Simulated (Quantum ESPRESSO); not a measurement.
## Collinear magnetic orders of two Fe on Si sites of Si, 4.5 Å apart with Quantum ESPRESSO

A self-consistent run ends on one state, which hangs on the start. Several orders of two Fe on Si sites of Si, 4.5 Å apart are started in Quantum ESPRESSO and their energies compared.

Calculated with Quantum ESPRESSO 7.5; PBE with U = 4.5 eV on Fe d (ortho-atomic projectors); plane waves with GBRV 1.5 PBE potentials, no spin-orbit coupling.

**1. The starting structure**

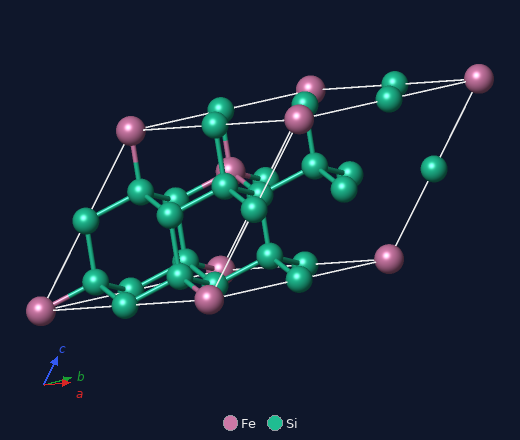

The starting structure, seen from a free direction (iron pink, silicon teal). Bonds to atoms that aren't drawn are left out. Some periodic images of atoms are drawn too.

The cell holds 16 atoms: 2 Fe and 14 Si. Cell: a = 7.681 Å, b = 7.681 Å, c = 7.681 Å, α = 60.0°, β = 60.0°, γ = 60.0°. It derives from Si.

The lattice constants of the host were typed from memory of published values.

**2. Run 1, typed as ferro ++**

The signs are those of the starting moments on the seeded atoms, the atoms that are given a moment.

pw.in

```
&CONTROL
  calculation = 'scf'
  prefix = 'pwscf'
  outdir = './tmp'
  pseudo_dir = './pseudo'
  disk_io = 'nowf'
/
&SYSTEM
  ibrav = 0
  celldm(1) = 8
  nat = 16
  ntyp = 2
  ecutwfc = 40
  ecutrho = 280
  nbnd = 64
  occupations = 'smearing'
  smearing = 'fd'
  degauss = 0.00367493
  nspin = 2
  starting_magnetization(1) = 0.2188
  starting_magnetization(2) = 0
/
&ELECTRONS
  conv_thr = 3.2d-08
  electron_maxstep = 150
  mixing_beta = 0.3
/
ATOMIC_SPECIES
Fe     55.8450 fe_pbe_v1.5.uspp.F.UPF
Si     28.0850 si_pbe_v1.uspp.F.UPF
CELL_PARAMETERS alat
   0.0000000000000    1.2828878228553    1.2828878228553
   1.2828878228553    0.0000000000000    1.2828878228553
   1.2828878228553    1.2828878228553    0.0000000000000
ATOMIC_POSITIONS crystal
Fe      0.0000000000    0.0000000000    0.0000000000
Si      0.1250000000    0.1250000000    0.1250000000
Si      0.0000000000    0.0000000000    0.5000000000
Si      0.1250000000    0.1250000000    0.6250000000
Si      0.0000000000    0.5000000000    0.0000000000
Si      0.1250000000    0.6250000000    0.1250000000
Si      0.0000000000    0.5000000000    0.5000000000
Fe      0.1250000000    0.6250000000    0.6250000000
Si      0.5000000000    0.0000000000    0.0000000000
Si      0.6250000000    0.1250000000    0.1250000000
Si      0.5000000000    0.0000000000    0.5000000000
Si      0.6250000000    0.1250000000    0.6250000000
Si      0.5000000000    0.5000000000    0.0000000000
Si      0.6250000000    0.6250000000    0.1250000000
Si      0.5000000000    0.5000000000    0.5000000000
Si      0.6250000000    0.6250000000    0.6250000000
K_POINTS automatic
4 4 4 0 0 0
HUBBARD {ortho-atomic}
U Fe-3d 4.5000
```

Command:

```sh
> OMP_NUM_THREADS=1 mpirun -n 4 pw.x -nk 4 -in pw.in > pw.out
```

Log:

```text
Program PWSCF v.7.5 starts

     Message from routine setup:
     using ibrav=0 with symmetry is DISCOURAGED, use correct ibrav instead

     K-points division:     npool     =       4
     Subspace diagonalization in iterative solution of the eigenvalue problem:

     G-vector sticks info
     --------------------
     sticks:   dense  smooth     PW     G-vecs:    dense   smooth      PW
     Sum        4069    2335    649               171471    74129   10849

     Using Slab Decomposition

     bravais-lattice index     =            0
     lattice parameter (alat)  =       8.0000  a.u.
     unit-cell volume          =    2162.0514 (a.u.)^3
     number of atoms/cell      =           16
     number of atomic types    =            2
     number of electrons       =        88.00
     number of Kohn-Sham states=           64
     kinetic-energy cutoff     =      40.0000  Ry
     charge density cutoff     =     280.0000  Ry
     scf convergence threshold =      3.2E-08
     mixing beta               =       0.3000
     number of iterations used =            8  plain     mixing
     Exchange-correlation= SLA  PW   PBE  PBE
                           (   1   4   3   4   0   0   0)
     Hubbard projectors: ortho-atomic
     Hubbard parameters of DFT+U (Dudarev formulation) in eV:
     U(Fe-3d) =  4.5000

     Internal variables: lda_plus_u =T, lda_plus_u_kind = 0

     Internal variables: orbital_resolved =F, hub_pot_fix =F, apply_U = F

     celldm(1)=   8.000000  celldm(2)=   0.000000  celldm(3)=   0.000000
     celldm(4)=   0.000000  celldm(5)=   0.000000  celldm(6)=   0.000000

     crystal axes: (cart. coord. in units of alat)
               a(1) = (   0.000000   1.282888   1.282888 )
               a(2) = (   1.282888   0.000000   1.282888 )
               a(3) = (   1.282888   1.282888   0.000000 )

     reciprocal axes: (cart. coord. in units 2 pi/alat)
               b(1) = ( -0.389746  0.389746  0.389746 )
               b(2) = (  0.389746 -0.389746  0.389746 )
               b(3) = (  0.389746  0.389746 -0.389746 )

     PseudoPot. # 1 for Fe read from file:
     fe_pbe_v1.5.uspp.F.UPF
     Pseudo is Ultrasoft + core correction, Zval = 16.0
     Generated by new atomic code, or converted to UPF format
     Using radial grid of  861 points,  6 beta functions with:
                l(1) =   0
                l(2) =   0
                l(3) =   1
                l(4) =   1
                l(5) =   2
                l(6) =   2
     Q(r) pseudized with  8 coefficients,  rinner =    1.000   1.000   1.000
                                                       1.000   1.000

     PseudoPot. # 2 for Si read from file:
     si_pbe_v1.uspp.F.UPF
     Pseudo is Ultrasoft + core correction, Zval =  4.0
     Generated by new atomic code, or converted to UPF format
     Using radial grid of  899 points,  6 beta functions with:
                l(1) =   0
                l(2) =   0
                l(3) =   1
                l(4) =   1
                l(5) =   2
                l(6) =   2
     Q(r) pseudized with  8 coefficients,  rinner =    0.900   0.900   0.900
                                                       0.900   0.900

     atomic species   valence    mass     pseudopotential
     Fe               16.00    55.84500     Fe( 1.00)
     Si                4.00    28.08500     Si( 1.00)

     Starting magnetic structure
     atomic species   magnetization
     Fe              0.219
     Si              0.000

      6 Sym. Ops. (no inversion) found

   Cartesian axes

     site n.     atom                  positions (alat units)
         1        Fe     tau(   1) = (   0.0000000   0.0000000   0.0000000  )
         2        Si     tau(   2) = (   0.3207220   0.3207220   0.3207220  )
         3        Si     tau(   3) = (   0.6414439   0.6414439   0.0000000  )
         4        Si     tau(   4) = (   0.9621659   0.9621659   0.3207220  )
         5        Si     tau(   5) = (   0.6414439   0.0000000   0.6414439  )
         6        Si     tau(   6) = (   0.9621659   0.3207220   0.9621659  )
         7        Si     tau(   7) = (   1.2828878   0.6414439   0.6414439  )
         8        Fe     tau(   8) = (   1.6036098   0.9621659   0.9621659  )
         9        Si     tau(   9) = (   0.0000000   0.6414439   0.6414439  )
        10        Si     tau(  10) = (   0.3207220   0.9621659   0.9621659  )
        11        Si     tau(  11) = (   0.6414439   1.2828878   0.6414439  )
        12        Si     tau(  12) = (   0.9621659   1.6036098   0.9621659  )
        13        Si     tau(  13) = (   0.6414439   0.6414439   1.2828878  )
        14        Si     tau(  14) = (   0.9621659   0.9621659   1.6036098  )
        15        Si     tau(  15) = (   1.2828878   1.2828878   1.2828878  )
        16        Si     tau(  16) = (   1.6036098   1.6036098   1.6036098  )

     number of k points=    13  Fermi-Dirac smearing, width (Ry)=  0.0037
                       cart. coord. in units 2pi/alat
        k(    1) = (   0.0000000   0.0000000   0.0000000), wk =   0.0156250
        k(    2) = (   0.0974364   0.0974364  -0.0974364), wk =   0.0937500
        k(    3) = (  -0.1948728  -0.1948728   0.1948728), wk =   0.0468750
        k(    4) = (   0.1948728   0.0000000   0.0000000), wk =   0.0937500
        k(    5) = (  -0.0974364  -0.2923093   0.2923093), wk =   0.1875000
        [... 8 further k-points ...]

     Dense  grid:   171471 G-vectors     FFT dimensions: (  80,  80,  80)

     Smooth grid:    74129 G-vectors     FFT dimensions: (  60,  60,  60)

     Check: negative core charge=   -0.000008
     Generating pointlists ...
     new r_m :   0.2291 (alat units)  1.8332 (a.u.) for type    1
     new r_m :   0.2291 (alat units)  1.8332 (a.u.) for type    2

     Initial potential from superposition of free atoms

     starting charge      85.9906, renormalised to      88.0000

     STARTING HUBBARD OCCUPATIONS:

     =================== HUBBARD OCCUPATIONS ===================
     ------------------------ ATOM    1 ------------------------
     Tr[ns(  1)] (up, down, total) =   5.00000  0.00000  5.00000
     Atomic magnetic moment for atom   1 =   5.00000
     [... lines left out ...]
     ------------------------ ATOM    8 ------------------------
     Tr[ns(  8)] (up, down, total) =   5.00000  0.00000  5.00000
     Atomic magnetic moment for atom   8 =   5.00000
     [... lines left out ...]
     Number of occupied Hubbard levels =   10.0000

     Atomic wfc used for Hubbard projectors are orthogonalized

     Starting wfcs are   82 randomized atomic wfcs

     Self-consistent Calculation

     iteration #  1     ecut=    40.00 Ry     beta= 0.30
     Davidson diagonalization with overlap
     ethr =  1.00E-02,  avg # of iterations =  3.9

     =================== HUBBARD OCCUPATIONS ===================
     ------------------------ ATOM    1 ------------------------
     Tr[ns(  1)] (up, down, total) =   4.88347  2.63952  7.52299
     Atomic magnetic moment for atom   1 =   2.24395
     [... lines left out ...]
     ------------------------ ATOM    8 ------------------------
     Tr[ns(  8)] (up, down, total) =   4.88348  2.63940  7.52288
     Atomic magnetic moment for atom   8 =   2.24407
     [... lines left out ...]
     Number of occupied Hubbard levels =   15.0459

     total energy              =    -632.89877175 Ry
     estimated scf accuracy    <       4.32002720 Ry

     total magnetization       =     4.62 Bohr mag/cell
     absolute magnetization    =     5.34 Bohr mag/cell

     iteration #  2     ecut=    40.00 Ry     beta= 0.30
     Davidson diagonalization with overlap
     ethr =  4.91E-03,  avg # of iterations =  2.1

     total energy              =    -633.34591540 Ry
     estimated scf accuracy    <       9.95155900 Ry

     total magnetization       =     6.92 Bohr mag/cell
     absolute magnetization    =     7.96 Bohr mag/cell

     iteration #  3     ecut=    40.00 Ry     beta= 0.30
     Davidson diagonalization with overlap
     ethr =  4.91E-03,  avg # of iterations =  2.1

     total energy              =    -634.17752842 Ry
     estimated scf accuracy    <       0.23853594 Ry

     total magnetization       =     4.85 Bohr mag/cell
     absolute magnetization    =     6.47 Bohr mag/cell

     [... further iterations left out ...]

     iteration # 39     ecut=    40.00 Ry     beta= 0.30
     Davidson diagonalization with overlap
     ethr =  3.72E-11,  avg # of iterations =  1.0

     total energy              =    -634.32187294 Ry
     estimated scf accuracy    <       0.00000004 Ry

     total magnetization       =     6.92 Bohr mag/cell
     absolute magnetization    =     7.47 Bohr mag/cell

     iteration # 40     ecut=    40.00 Ry     beta= 0.30
     Davidson diagonalization with overlap
     ethr =  3.72E-11,  avg # of iterations =  1.0

     total energy              =    -634.32187292 Ry
     estimated scf accuracy    <       0.00000004 Ry

     total magnetization       =     6.92 Bohr mag/cell
     absolute magnetization    =     7.47 Bohr mag/cell

     iteration # 41     ecut=    40.00 Ry     beta= 0.30
     Davidson diagonalization with overlap
     ethr =  3.72E-11,  avg # of iterations =  1.5

     total energy              =    -634.32187289 Ry
     estimated scf accuracy    <       0.00000004 Ry

     total magnetization       =     6.92 Bohr mag/cell
     absolute magnetization    =     7.47 Bohr mag/cell

     iteration # 42     ecut=    40.00 Ry     beta= 0.30
     Davidson diagonalization with overlap
     ethr =  3.72E-11,  avg # of iterations =  2.0

     Magnetic moment per site  (integrated on atomic sphere of radius R)
     atom   1 (R=0.229)  charge= 14.0667  magn=  3.0469
     atom   2 (R=0.229)  charge=  1.8175  magn= -0.0110
     atom   3 (R=0.229)  charge=  1.8175  magn= -0.0109
     atom   4 (R=0.229)  charge=  1.8175  magn= -0.0110
     atom   5 (R=0.229)  charge=  1.8175  magn= -0.0109
     atom   6 (R=0.229)  charge=  1.8175  magn= -0.0110
     atom   7 (R=0.229)  charge=  1.8175  magn= -0.0109
     atom   8 (R=0.229)  charge= 14.0667  magn=  3.0470
     atom   9 (R=0.229)  charge=  1.8175  magn=  0.0082
     atom  10 (R=0.229)  charge=  1.8241  magn= -0.0181
     atom  11 (R=0.229)  charge=  1.8175  magn=  0.0082
     atom  12 (R=0.229)  charge=  1.8175  magn=  0.0082
     atom  13 (R=0.229)  charge=  1.8175  magn=  0.0082
     atom  14 (R=0.229)  charge=  1.8175  magn=  0.0082
     atom  15 (R=0.229)  charge=  1.8241  magn= -0.0183
     atom  16 (R=0.229)  charge=  1.8175  magn=  0.0082

     End of self-consistent calculation

     =================== HUBBARD OCCUPATIONS ===================
     ------------------------ ATOM    1 ------------------------
     Tr[ns(  1)] (up, down, total) =   4.77468  1.55227  6.32695
     Atomic magnetic moment for atom   1 =   3.22240
     [... lines left out ...]
     ------------------------ ATOM    8 ------------------------
     Tr[ns(  8)] (up, down, total) =   4.77469  1.55218  6.32687
     Atomic magnetic moment for atom   8 =   3.22252
     [... lines left out ...]
     Number of occupied Hubbard levels =   12.6538

     [... lines left out ...]
     the Fermi energy is     6.5818 ev

!    total energy              =    -634.32187293 Ry
     estimated scf accuracy    <       0.00000002 Ry
     smearing contrib. (-TS)   =      -0.00410825 Ry
     internal energy E=F+TS    =    -634.31776468 Ry

     The total energy is F=E-TS. E is the sum of the following terms:
     one-electron contribution =    -472.10967024 Ry
     hartree contribution      =     267.22881521 Ry
     xc contribution           =    -118.59690275 Ry
     ewald contribution        =    -311.17134396 Ry
     Hubbard energy            =       0.33133707 Ry

     total magnetization       =     6.92 Bohr mag/cell
     absolute magnetization    =     7.47 Bohr mag/cell

     convergence has been achieved in  42 iterations

=------------------------------------------------------------------------------=
   JOB DONE.
=------------------------------------------------------------------------------=
```

The job ended after 3.2 min (4 MPI ranks of AMD EPYC 9B45 (Zen 5), shared host; peak memory 1.6 GiB; 13 min of CPU time).

Spin moment in the atom's sphere by atom:

```
atom  spin moment in the atom's sphere (μB)
 Fe1                                   3.05
 Si2                                  -0.01
 Si3                                  -0.01
 Si4                                  -0.01
 Si5                                  -0.01
 Si6                                  -0.01
 Si7                                  -0.01
 Fe8                                   3.05
 Si9                                   0.01
Si10                                  -0.02
Si11                                   0.01
Si12                                   0.01
Si13                                   0.01
Si14                                   0.01
Si15                                  -0.02
Si16                                   0.01
```

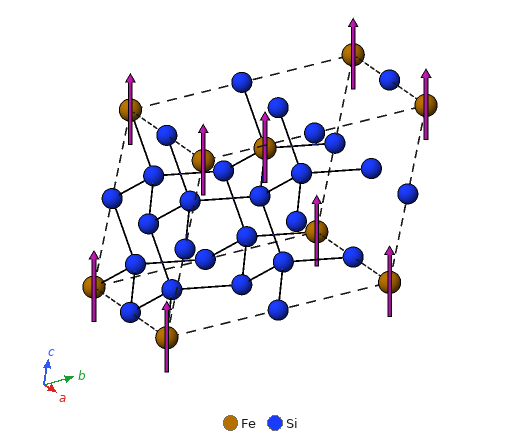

Spin moment in the atom's sphere as arrows, the longest 3.05 μB. Up and down stand for the sign. Arrows give size and sign along the axis of quantisation, drawn up and down the page. Bonds to atoms that aren't drawn are left out. Some periodic images of atoms are drawn too.

This step gave:

```yaml
smearing_term_ts: 0.05590 eV
magnetization: 6.924 μB
absolute_magnetization: 7.47 μB
final_state: ferromagnetic
```

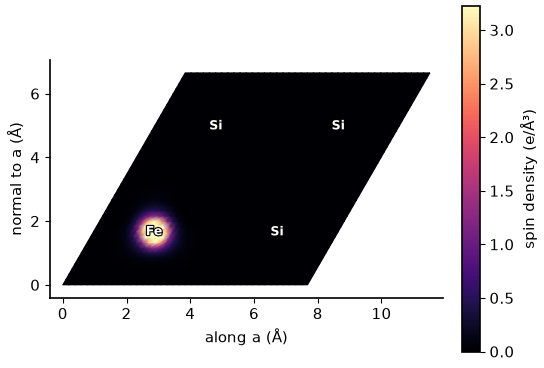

Spin density in the ac plane at fractional y = 0.000, with atoms of Fe and Si within 0.2 Å of it. The map starts off the cell's origin, so that atoms lie inside it.

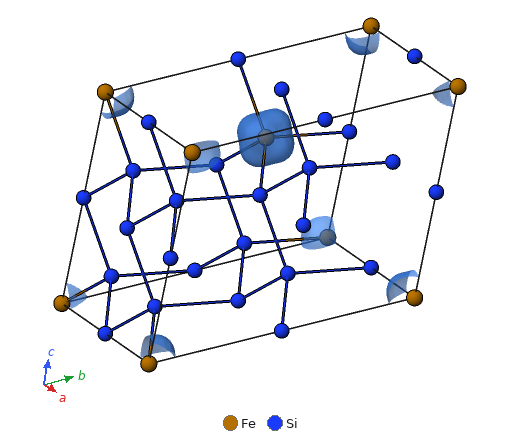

Surface of spin density = 0.32 e/Å³, which holds about 70 % of the integral of its size. Bonds to atoms that aren't drawn are left out.

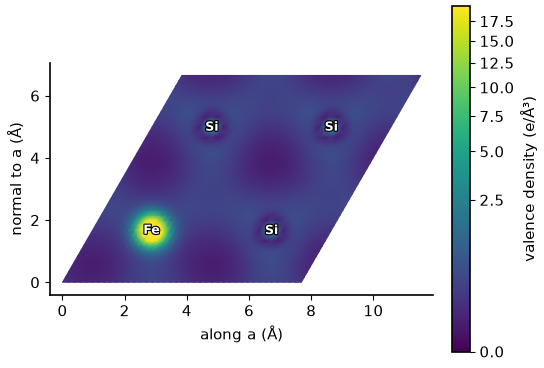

Valence density in the ac plane at fractional y = 0.000, with atoms of Fe and Si within 0.2 Å of it. It is the smooth field of the valence electrons, not physical close to the nuclei. The map starts off the cell's origin, so that atoms lie inside it. The colour scale is stretched toward low values.

(Part 1 of 2 ends here.)

[Logs and program files are shortened in this print: banners, set-up blocks, solver, clock and traceback lines can be left out without a mark of their own.]

[Logs are printed without paths, hosts, clocks, repeated set-up lines and the standing remarks that a program may print on its own settings, such as how far it seeks lower states.]

[Hosts, paths, dates, database ids (printed as entryN), source tags and the programs' standing remarks are cut or masked in the printed files.]

[Where a cell is said to come from a database of computed structures, the database is the Materials Project.]
